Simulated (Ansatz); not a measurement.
# AlCl₂F (SMILES [F][Al]([Cl])[Cl]): what the fields show

```yaml
atoms:
  - { symbol: F, position_ang: [0.1001, 0.3715, 1.6786] }
  - { symbol: Al, position_ang: [0.0187, 0.0066, 0.0892] }
  - { symbol: Cl, position_ang: [1.2371, -1.4773, -0.6702] }
  - { symbol: Cl, position_ang: [-1.3004, 1.0389, -1.1180] }
```

Geometry: PBE0-D4/def2-TZVP.

The calculation used Ansatz, RKS PBE0-D4/def2-TZVPP.

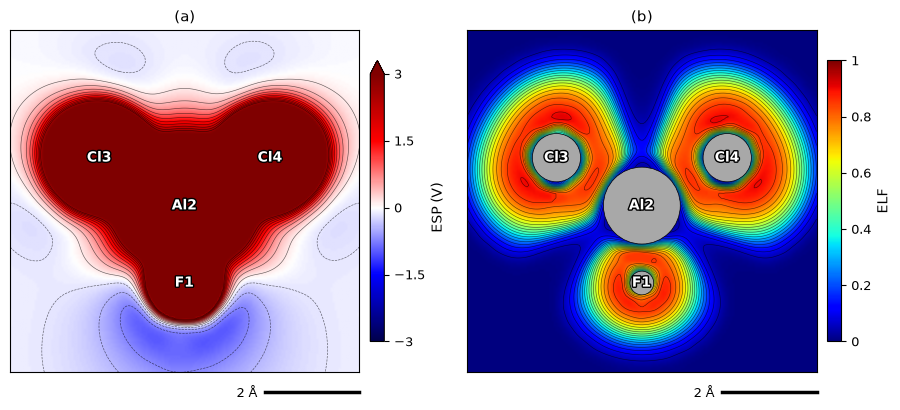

Figure 1. (a) molecular electrostatic potential; (b) ELF on the molecular plane. Grey discs cover the atomic cores in the ELF map.

> What does the map show?

The plane passes through F, Al and Cl nuclei.
Al–F (1.63 Å): the ELF peaks at about 0.85 in the valence shell of F, 0.6 Å from its nucleus, and is about 0.25 at the midpoint.
Al–Cl (2.06 Å): the ELF peaks at about 0.85 in the valence shell of Cl, 0.9 Å from its nucleus, and is about 0.80 at the midpoint.
The ELF also peaks beside F1, Cl3 and Cl4, away from the bonds: lone-pair regions.
Outside the dense part of the molecule the potential is most negative (−1.0 V) near F1.

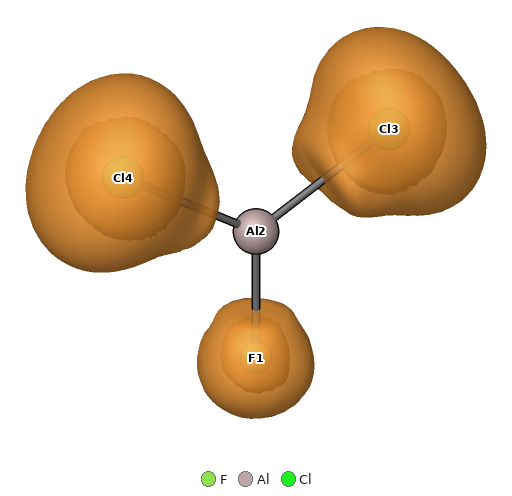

Figure 2. Isosurface of the electron localisation function at 0.8 (orange), seen at a tilt. Only the valence region is drawn (cores and ρ < 0.01 e/Å³ removed).

> What do the ELF domains correspond to?

The ELF exceeds this value in two regions on Cl in which the atom's valence shell and bonds are merged and one region wrapped around F (its valence shell).

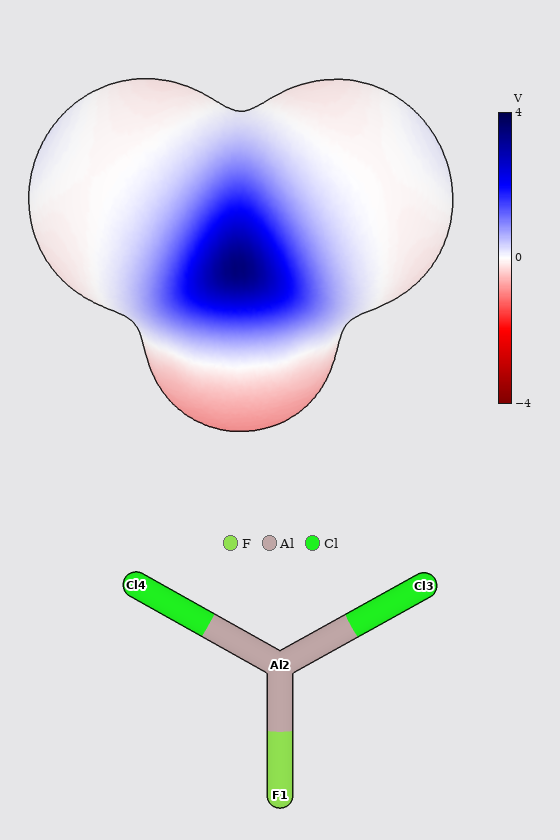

Figure 3. The electrostatic potential painted on the density surface at 0.001 e/bohr³, seen across its widest extent; red is negative and blue positive. The bare structure is drawn below in the same view.

> Where is the surface potential most negative and most positive?

The most negative region (about −0.8 V) lies over F1, the most positive (about +3.4 V) over Al2.
